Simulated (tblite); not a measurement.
Geometry relaxation, with input and output: C3H10GeN2 (part 4 of 4)

Continued. System: C3H10GeN2. Method: GFN2-xTB geometry optimisation, gas phase (tblite 0.8.0). It belongs to a series of runs on one base structure; here: H on Ge replaced by N=CH2.

Geometry of the input (Å):
```
C  2.8797  -0.4512  -0.0236
N  2.0288  -0.5873  0.9288
Ge 0.5115  0.4441  1.0433
N  -0.5353  0.2047  -0.5143
C  -0.9805  -1.2012  -0.5482
C  -1.6980  1.0935  -0.4467
H  2.7062  0.2893  -0.8093
H  3.7652  -1.0648  -0.0545
H  -0.3127  0.0370  2.2919
H  0.9009  1.9390  1.1585
H  -1.5955  -1.3738  -1.4679
H  -0.1032  -1.8779  -0.6164
H  -1.5854  -1.4660  0.3523
H  -2.3141  0.9718  -1.3574
H  -1.3549  2.1598  -0.4147
H  -2.3204  0.8918  0.4669
```

Trajectory as extended XYZ, continued
```
16
Properties=species:S:1:pos:R:3:forces:R:3 step=95 energy=-523.77702
C     3.0230   -0.4896    0.0224   -0.0210   0.0000  -0.0360
N     1.8785   -0.6353    0.5017    0.0130   0.0090   0.0050
Ge    0.5700    0.5594    0.9510   -0.0070  -0.0040   0.0090
N    -0.7446    0.1801   -0.2542    0.0030  -0.0010   0.0050
C    -1.0741   -1.2014   -0.5353    0.0030   0.0050   0.0010
C    -1.8869    1.0566   -0.3794    0.0010  -0.0100  -0.0020
H     3.4982    0.4681   -0.2130    0.0010  -0.0130   0.0170
H     3.6184   -1.3761   -0.1941    0.0270   0.0120   0.0100
H     0.3066    0.2137    2.4034   -0.0030   0.0090   0.0120
H     0.8238    2.0475    0.8029    0.0010  -0.0220  -0.0150
H    -1.4263   -1.2954   -1.5668   -0.0080   0.0160   0.0000
H    -0.1789   -1.8073   -0.4128    0.0030  -0.0060   0.0000
H    -1.8570   -1.5900    0.1285   -0.0080   0.0140   0.0000
H    -2.2798    0.9998   -1.3985   -0.0070   0.0090  -0.0050
H    -1.5802    2.0830   -0.1799    0.0060  -0.0080  -0.0040
H    -2.6983    0.7957    0.3127   -0.0040  -0.0090   0.0030
16
Properties=species:S:1:pos:R:3:forces:R:3 step=97 energy=-523.77732
C     3.0248   -0.4898    0.0247    0.0190   0.0120  -0.0390
N     1.8790   -0.6387    0.4990   -0.0090  -0.0070   0.0130
Ge    0.5715    0.5578    0.9483   -0.0040  -0.0090   0.0060
N    -0.7454    0.1813   -0.2553    0.0090  -0.0020   0.0050
C    -1.0775   -1.1994   -0.5356    0.0080  -0.0040  -0.0040
C    -1.8891    1.0557   -0.3797    0.0020  -0.0010   0.0030
H     3.4971    0.4700   -0.2074    0.0070  -0.0030   0.0110
H     3.6282   -1.3721   -0.1884    0.0020   0.0080   0.0110
H     0.3119    0.2126    2.4013   -0.0090   0.0100   0.0150
H     0.8320    2.0442    0.7996   -0.0020  -0.0160  -0.0160
H    -1.4313   -1.2919   -1.5669   -0.0080   0.0100   0.0070
H    -0.1831   -1.8068   -0.4146    0.0040  -0.0110   0.0000
H    -1.8601   -1.5859    0.1298   -0.0060   0.0100  -0.0050
H    -2.2820    0.9967   -1.3986   -0.0120   0.0140  -0.0030
H    -1.5850    2.0829   -0.1808    0.0070  -0.0060  -0.0030
H    -2.6988    0.7921    0.3133   -0.0080  -0.0040   0.0000
16
Properties=species:S:1:pos:R:3:forces:R:3 step=99 energy=-523.77763
C     3.0266   -0.4893    0.0240    0.0230   0.0130   0.0030
N     1.8805   -0.6405    0.4973   -0.0040  -0.0090  -0.0040
Ge    0.5724    0.5559    0.9475    0.0030  -0.0070  -0.0020
N    -0.7448    0.1823   -0.2569    0.0020  -0.0060   0.0040
C    -1.0793   -1.1978   -0.5358    0.0030  -0.0100  -0.0050
C    -1.8907    1.0541   -0.3795    0.0030   0.0050   0.0030
H     3.5010    0.4715   -0.1994   -0.0030   0.0010  -0.0020
H     3.6333   -1.3696   -0.1878   -0.0090   0.0040   0.0020
H     0.3136    0.2155    2.4021   -0.0080   0.0080   0.0090
H     0.8374    2.0398    0.7927   -0.0010  -0.0020  -0.0100
H    -1.4332   -1.2891   -1.5669   -0.0070   0.0010   0.0020
H    -0.1872   -1.8084   -0.4134    0.0030  -0.0090  -0.0010
H    -1.8644   -1.5798    0.1294   -0.0030   0.0000  -0.0050
H    -2.2840    0.9977   -1.3987   -0.0040   0.0070   0.0050
H    -1.5891    2.0814   -0.1785    0.0050   0.0000   0.0040
H    -2.6998    0.7854    0.3127   -0.0010   0.0060  -0.0040
16
Properties=species:S:1:pos:R:3:forces:R:3 step=101 energy=-523.77771
C     3.0270   -0.4884    0.0238   -0.0080   0.0020   0.0190
N     1.8810   -0.6408    0.4983    0.0160   0.0020  -0.0150
Ge    0.5723    0.5550    0.9484    0.0020  -0.0010  -0.0020
N    -0.7436    0.1821   -0.2581   -0.0030  -0.0060   0.0030
C    -1.0787   -1.1982   -0.5361   -0.0030  -0.0050  -0.0020
C    -1.8901    1.0538   -0.3794    0.0040   0.0000   0.0020
H     3.5025    0.4724   -0.1970   -0.0080   0.0000  -0.0020
H     3.6312   -1.3694   -0.1911    0.0020   0.0030   0.0000
H     0.3101    0.2178    2.4036   -0.0040   0.0070   0.0020
H     0.8382    2.0384    0.7903    0.0000  -0.0010  -0.0060
H    -1.4338   -1.2893   -1.5666   -0.0040  -0.0020  -0.0040
H    -0.1872   -1.8098   -0.4136    0.0000  -0.0040  -0.0020
H    -1.8642   -1.5785    0.1296   -0.0030  -0.0050  -0.0030
H    -2.2849    0.9986   -1.3982    0.0030   0.0030   0.0050
H    -1.5886    2.0810   -0.1781    0.0060   0.0000   0.0070
H    -2.6989    0.7842    0.3129    0.0010   0.0070  -0.0010
16
Properties=species:S:1:pos:R:3:forces:R:3 step=104 energy=-523.77783
C     3.0304   -0.4868    0.0278   -0.0180  -0.0040  -0.0020
N     1.8816   -0.6431    0.4940    0.0110   0.0060   0.0030
Ge    0.5729    0.5529    0.9453   -0.0040   0.0020   0.0020
N    -0.7438    0.1810   -0.2606   -0.0010   0.0000  -0.0010
C    -1.0805   -1.1993   -0.5373   -0.0060   0.0030   0.0010
C    -1.8899    1.0539   -0.3787   -0.0010   0.0010   0.0030
H     3.5054    0.4753   -0.1876   -0.0030   0.0030   0.0050
H     3.6351   -1.3666   -0.1898    0.0110   0.0020   0.0020
H     0.3057    0.2191    2.4013    0.0040   0.0060  -0.0090
H     0.8418    2.0357    0.7856    0.0000  -0.0020  -0.0040
H    -1.4424   -1.2893   -1.5657    0.0040  -0.0060  -0.0020
H    -0.1879   -1.8107   -0.4196   -0.0130   0.0000  -0.0060
H    -1.8627   -1.5787    0.1327   -0.0010  -0.0120  -0.0010
H    -2.2899    0.9969   -1.3952    0.0070   0.0030  -0.0030
H    -1.5871    2.0814   -0.1807    0.0110  -0.0030   0.0050
H    -2.6963    0.7872    0.3172   -0.0020   0.0010   0.0070
16
Properties=species:S:1:pos:R:3:forces:R:3 step=106 energy=-523.77793
C     3.0355   -0.4859    0.0316    0.0070  -0.0020  -0.0170
N     1.8827   -0.6439    0.4861   -0.0140  -0.0030   0.0260
Ge    0.5739    0.5513    0.9398   -0.0030   0.0030  -0.0010
N    -0.7462    0.1799   -0.2618   -0.0010   0.0020  -0.0030
C    -1.0847   -1.1998   -0.5382   -0.0040   0.0000   0.0000
C    -1.8915    1.0538   -0.3772   -0.0030   0.0060   0.0040
H     3.5116    0.4771   -0.1767    0.0020   0.0070   0.0070
H     3.6432   -1.3643   -0.1840    0.0030   0.0040   0.0010
H     0.3079    0.2200    2.3967    0.0080   0.0020  -0.0080
H     0.8434    2.0335    0.7794    0.0000   0.0030  -0.0050
H    -1.4497   -1.2890   -1.5657    0.0040  -0.0070   0.0010
H    -0.1917   -1.8111   -0.4236   -0.0120  -0.0060  -0.0060
H    -1.8648   -1.5790    0.1342   -0.0010  -0.0130  -0.0030
H    -2.2939    0.9969   -1.3928    0.0050   0.0040  -0.0030
H    -1.5870    2.0809   -0.1801    0.0100   0.0000   0.0030
H    -2.6965    0.7886    0.3209   -0.0010  -0.0010   0.0050
16
Properties=species:S:1:pos:R:3:forces:R:3 step=108 energy=-523.77806
C     3.0409   -0.4845    0.0345    0.0270  -0.0030  -0.0160
N     1.8847   -0.6436    0.4794   -0.0330  -0.0100   0.0340
Ge    0.5746    0.5499    0.9344    0.0040   0.0060  -0.0080
N    -0.7490    0.1781   -0.2627   -0.0040  -0.0030  -0.0020
C    -1.0898   -1.2009   -0.5394    0.0000  -0.0050  -0.0010
C    -1.8931    1.0540   -0.3750    0.0010   0.0030   0.0020
H     3.5193    0.4790   -0.1656    0.0020   0.0110   0.0040
H     3.6510   -1.3623   -0.1786   -0.0060   0.0070  -0.0020
H     0.3120    0.2231    2.3923    0.0080  -0.0040  -0.0020
H     0.8430    2.0318    0.7715    0.0020   0.0070  -0.0060
H    -1.4552   -1.2900   -1.5666   -0.0040  -0.0010  -0.0010
H    -0.1979   -1.8134   -0.4269    0.0020  -0.0110  -0.0010
H    -1.8691   -1.5806    0.1339   -0.0040  -0.0070  -0.0040
H    -2.2962    0.9993   -1.3904    0.0000   0.0070   0.0020
H    -1.5855    2.0799   -0.1763    0.0040   0.0030   0.0020
H    -2.6975    0.7891    0.3241    0.0020   0.0000   0.0000
16
Properties=species:S:1:pos:R:3:forces:R:3 step=111 energy=-523.77831
C     3.0411   -0.4816    0.0365    0.0050  -0.0040   0.0050
N     1.8863   -0.6468    0.4843   -0.0170  -0.0020   0.0080
Ge    0.5749    0.5482    0.9334    0.0070   0.0020  -0.0070
N    -0.7499    0.1736   -0.2621    0.0030  -0.0110   0.0040
C    -1.0938   -1.2043   -0.5415    0.0020  -0.0070  -0.0020
C    -1.8906    1.0544   -0.3725    0.0070  -0.0100  -0.0020
H     3.5154    0.4848   -0.1595    0.0010   0.0080  -0.0040
H     3.6541   -1.3560   -0.1805   -0.0010   0.0030  -0.0010
H     0.3118    0.2331    2.3938    0.0040  -0.0060   0.0000
H     0.8471    2.0288    0.7604   -0.0010   0.0010  -0.0030
H    -1.4594   -1.2911   -1.5687   -0.0110   0.0080  -0.0070
H    -0.2042   -1.8207   -0.4323    0.0150   0.0020   0.0080
H    -1.8731   -1.5858    0.1306   -0.0070   0.0050   0.0010
H    -2.2932    1.0037   -1.3882   -0.0020   0.0110  -0.0010
H    -1.5776    2.0782   -0.1705   -0.0070  -0.0030  -0.0020
H    -2.6964    0.7903    0.3253    0.0020   0.0050   0.0020
16
Properties=species:S:1:pos:R:3:forces:R:3 step=113 energy=-523.77838
C     3.0389   -0.4813    0.0365   -0.0070   0.0010   0.0040
N     1.8856   -0.6489    0.4879   -0.0010   0.0000  -0.0010
Ge    0.5754    0.5483    0.9345    0.0020  -0.0050   0.0010
N    -0.7496    0.1723   -0.2600    0.0060  -0.0030   0.0010
C    -1.0935   -1.2052   -0.5416    0.0000  -0.0030  -0.0010
C    -1.8894    1.0538   -0.3724    0.0010  -0.0020   0.0000
H     3.5092    0.4865   -0.1624    0.0020   0.0040  -0.0040
H     3.6535   -1.3540   -0.1819    0.0020  -0.0010   0.0020
H     0.3126    0.2350    2.3957    0.0030  -0.0010  -0.0030
H     0.8503    2.0281    0.7583   -0.0030  -0.0010  -0.0030
H    -1.4580   -1.2898   -1.5696   -0.0030   0.0020  -0.0010
H    -0.2039   -1.8220   -0.4308    0.0040   0.0050   0.0030
H    -1.8747   -1.5865    0.1285   -0.0030   0.0020   0.0010
H    -2.2903    1.0052   -1.3888    0.0000   0.0070  -0.0050
H    -1.5768    2.0775   -0.1685   -0.0030  -0.0060  -0.0020
H    -2.6970    0.7898    0.3231    0.0000   0.0020   0.0060
```

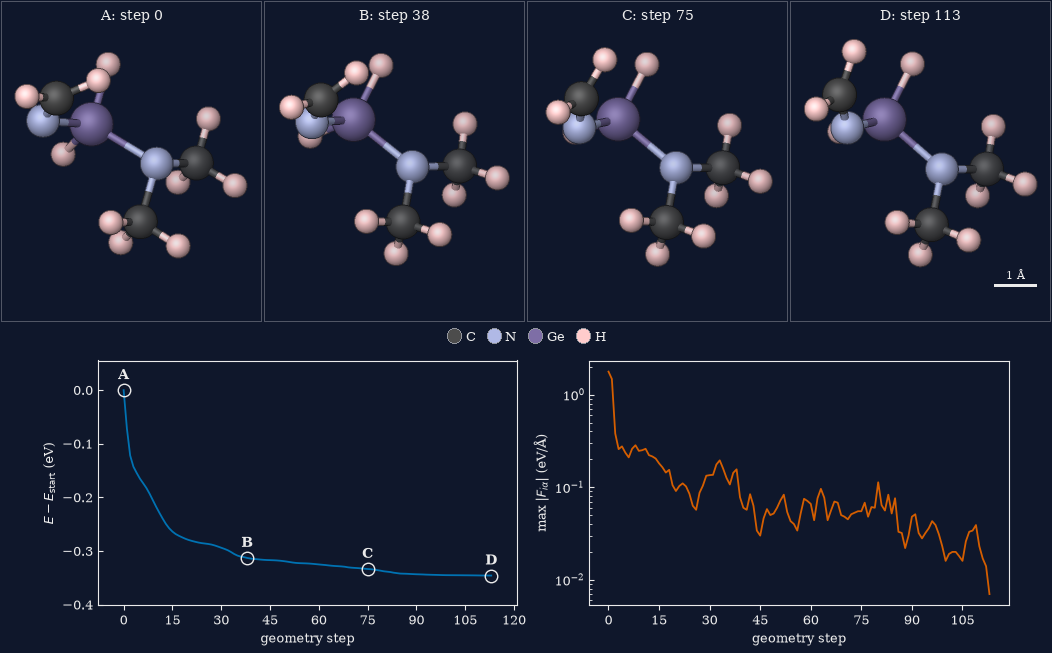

Fig. 1: Frames of the relaxation (ball-and-stick view, seen at a tilt) above the curves, on which the letters mark them (steps are counted from 0).

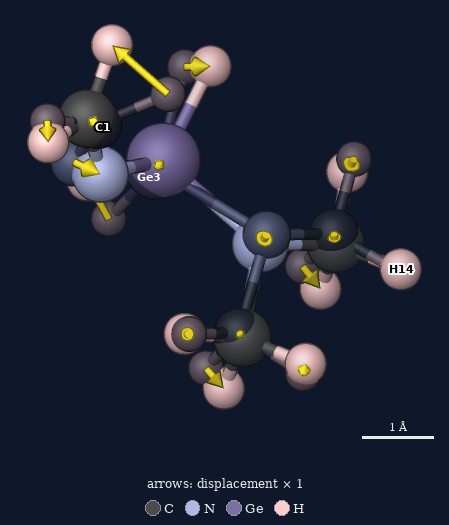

Fig. 2: Start (faint) and end (solid) with the displacements as yellow arrows, at true length (ball-and-stick view, seen at a tilt). The two geometries are laid on each other by the best rigid fit. The largest move after the best rigid fit is that of H7, 1.05 Å. By element the largest moves are H 1.05 Å, N 0.46 Å, C 0.21 Å, Ge 0.16 Å. Distances before and after: Ge3–N4 1.892 → 1.823 Å, C1–N2 1.284 → 1.250 Å, Ge3–H10 1.549 → 1.515 Å, N4–C5 1.475 → 1.447 Å. Among the angles that change: Ge3–N4–C5 107.8° → 119.8°, Ge3–N4–C6 108.9° → 119.9°, C1–N2–Ge3 122.2° → 131.4°. After 113 geometry steps the energy has fallen by 0.346 eV. Largest force component: 1.8 eV/Å at the start, 0.007 eV/Å at the end. (Atoms are counted from 1 in the order of the input.)

Key numbers

```csv
quantity,value
outcome,converged
total energy,−523.7784 eV
wall time,0.57 s
peak memory,0.18 GiB
```
